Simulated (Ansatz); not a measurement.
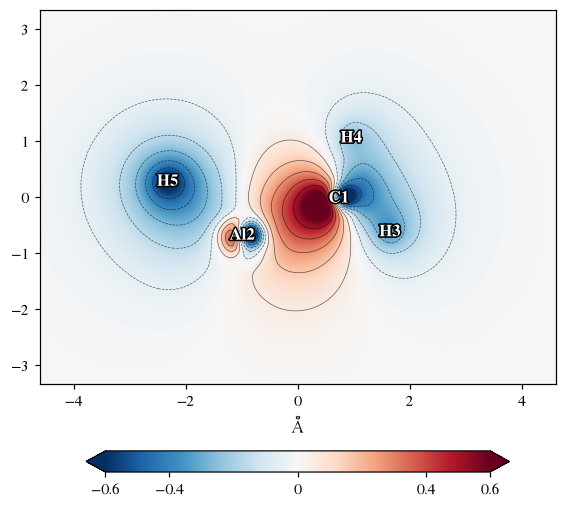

*CH3Al (SMILES [CH2-][AlH]) (charge −1, doublet). The HOMO−1 (β) on the molecular plane (values in Å⁻³ᐟ²; the overall sign is arbitrary).*

Geometry: r2SCAN-D4/def2-TZVPD; the highest occupied orbital lies above zero, a sign that basis and functional describe the outermost electron poorly.

Method: isolated molecule in a Gaussian basis; Kohn-Sham density functional theory, functional PBE0 (Ansatz 0.2.0).

Input

```
crystal:
  periodic: [false, false, false]
  atoms:
    - symbol: C
      position_ang: [-2.420339, -0.617156, 0.774992]
    - symbol: Al
      position_ang: [-1.135314, -1.910406, 1.060776]
    - symbol: H
      position_ang: [-2.571234, -0.068501, -0.156602]
    - symbol: H
      position_ang: [-3.134169, -0.310402, 1.547517]
    - symbol: H
      position_ang: [-0.959524, -2.701450, 2.489797]
basis:
  gaussian: {orbitals: def2-TZVPD}
total_charge: -1
magnetization: {spin_polarized: true, initial_magnetization: 1}
hamiltonian: {xc: {name: PBE0}}
output: {forces: true, orbitals: {seedname: orbitals}}
```

Launched as:

```sh
ansatz run input.yaml --threads 2 --pin off --max-ram 4350MiB --events-out events.jsonl --progress --plain --runs-dir runs
```

Question: Where does this orbital lie, and at what energy?

Answer: By Hirshfeld shares it lies mainly on C1 (about 35 %), Al2 (about 30 %), H5 (about 25 %) and H3 (about 5 %); it is symmetric in the molecular plane (an in-plane orbital: σ, lone-pair or in-plane π type). Its energy is −2.76 eV.
